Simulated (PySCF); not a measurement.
# C$_{3}$H$_{6}$B (SMILES BC([CH2])=C) (doublet): what the fields show

The calculation's input:

```
{"job": {"kind": "epr", "basis": "pcH-1"}, "charge": 0, "multiplicity": 2}
B      1.368337    -0.597670     0.204607
C     -0.044727     0.020522    -0.010097
C     -0.179145     1.293177    -0.546951
C     -1.182192    -0.696029     0.335059
H      2.323333     0.008706    -0.088292
H      1.476541    -1.668290     0.660355
H      0.680030     1.874094    -0.827602
H     -1.148592     1.740448    -0.699882
H     -1.114096    -1.683075     0.754304
H     -2.170606    -0.287229     0.195971
```

Run with:

```sh
OMP_NUM_THREADS=1 python probes_run.py task.json out
```

Geometry: GFN2-xTB.

Level of theory: UKS B3LYP, pcH-1 on B C H, non-relativistic, mean-field spin-orbit, GIAO (PySCF 2.14.0, density-fitted response routines).

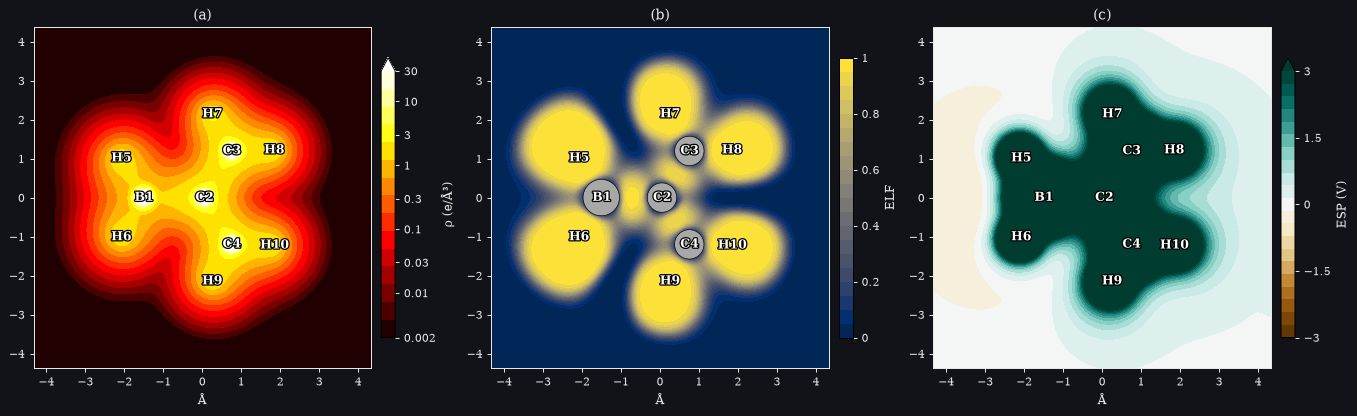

Figure 1. (a) electron density; (b) electron localisation function; (c) molecular electrostatic potential on the molecular plane. Grey discs cover the atomic cores in the ELF map.

Q: What do the fields say about this system?

A: The plane passes through B, C and H nuclei. C–C (1.39 Å): ρ is about 2.1 e/Å³ halfway; the ELF peaks at about 0.95 between the atoms (a covalent bond). C–B (1.56 Å): ρ at the midpoint is about 1.5 e/Å³; the ELF peaks at about 1 between the atoms: a shared electron pair. C–H (1.07 Å): the density is about 2.1 e/Å³ at the midpoint; the ELF climbs to about 1 towards the hydrogen, as it does in any bond to H: a covalent bond by its length. B–H (1.17 Å): ρ at the midpoint is about 1.3 e/Å³; the ELF climbs to about 1 towards the hydrogen (an ordinary covalent bond to hydrogen). Outside the dense part of the molecule the potential is most negative (−0.4 V) near H5 and H6.

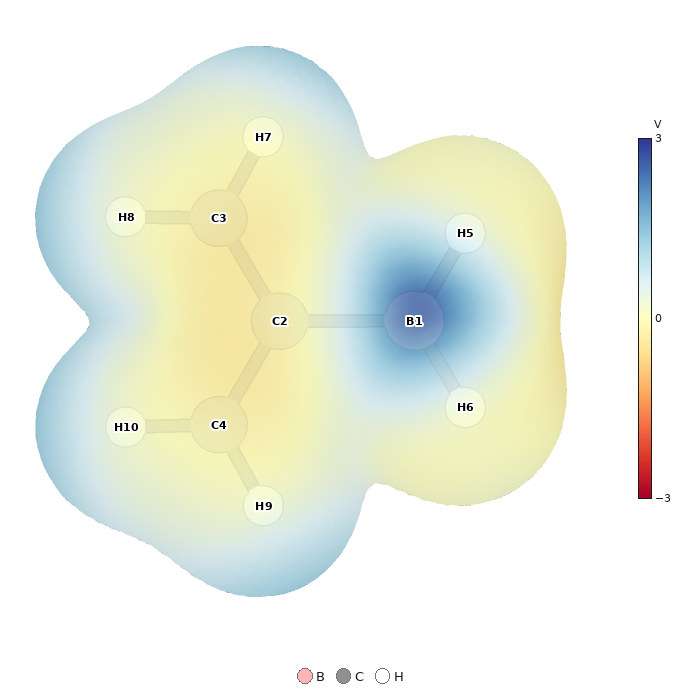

Figure 2. The molecular electrostatic potential painted on the density surface at 0.004 e/bohr³, seen across its widest extent; red is negative and blue positive.

Q: Where is the surface potential most negative and most positive?

A: The most negative region (about −0.3 V, or −7 kcal/mol for a unit charge) lies over the π face of C2, C3 and C4, the most positive (about +2.4 V, or +55 kcal/mol for a unit charge) over B1.
